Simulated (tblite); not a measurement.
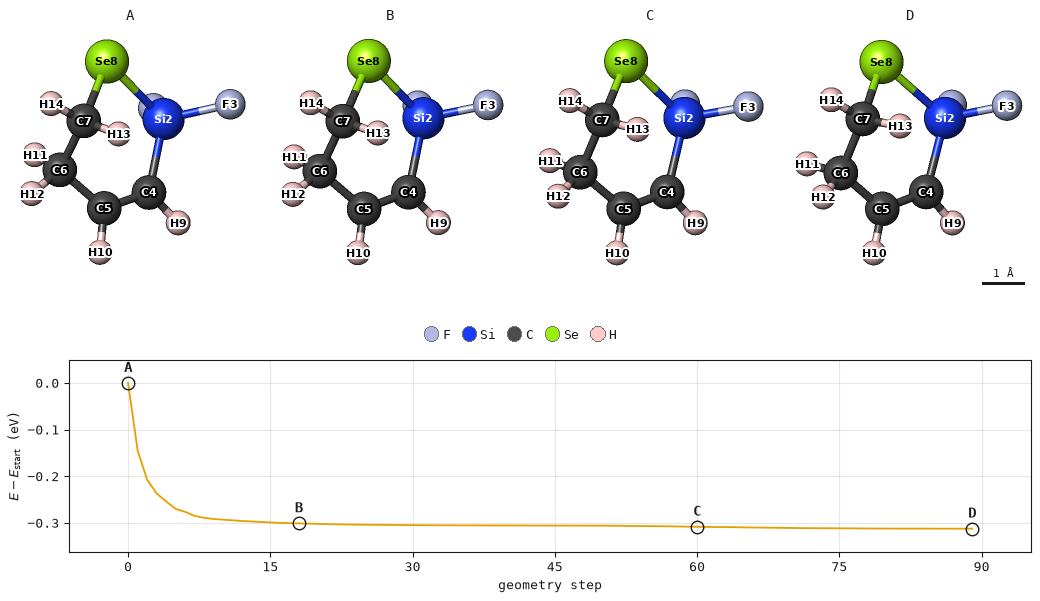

Frames of a relaxation of C$_{4}$H$_{6}$F$_{2}$SeSi, marked on the history of the run. The picture is a ball-and-stick view, seen from a free direction.

Theory: GFN2-xTB geometry optimisation, gas phase (tblite 0.8.0). 

Question: Describe the path.

Answer: The largest move after the best rigid fit is that of an F atom, 0.47 Å. Largest moves by element: F 0.47 Å, H 0.41 Å, Se 0.26 Å, C 0.15 Å, Si 0.06 Å. Near-neighbour distances that change, for instance: F–Si 1.700 → 1.599 Å, Se–Si 2.278 → 2.238 Å, C–Se 1.959 → 1.989 Å, C–H 1.113 → 1.096 Å. Bond angles that change, for instance: F–Si–F 108.4° → 100.1°, F–Si–Se 109.4° → 113.3°, C–C–C 112.3° → 116.2°. Over 89 geometry steps the energy falls by 0.312 eV. Cost: 0.76 s on 1 thread of Intel(R) Xeon(R) Platinum 8488C, on a shared host. From step 0 to 18: F atoms move most (0.16 Å), energy −0.301 eV. From step 18 to 60: an H atom moves most (0.20 Å), energy −0.007 eV. From step 60 to 89: an F atom moves most (0.19 Å), energy −0.004 eV.

| step | E − E(0), eV |
| --- | --- |
| 0 | 0.0000 |
| 1 | -0.1441 |
| 2 | -0.2071 |
| 3 | -0.2365 |
| 4 | -0.2536 |
| 5 | -0.2697 |
| 6 | -0.2760 |
| 7 | -0.2846 |
| 8 | -0.2888 |
| 9 | -0.2913 |
| 10 | -0.2928 |
| 14 | -0.2977 |
| 18 | -0.3007 |
| 22 | -0.3029 |
| 27 | -0.3039 |
| 31 | -0.3046 |
| 35 | -0.3050 |
| 39 | -0.3053 |
| 43 | -0.3054 |
| 47 | -0.3056 |
| 52 | -0.3060 |
| 56 | -0.3068 |
| 60 | -0.3081 |
| 64 | -0.3090 |
| 68 | -0.3101 |
| 72 | -0.3110 |
| 77 | -0.3116 |
| 81 | -0.3120 |
| 85 | -0.3121 |
| 89 | -0.3121 |
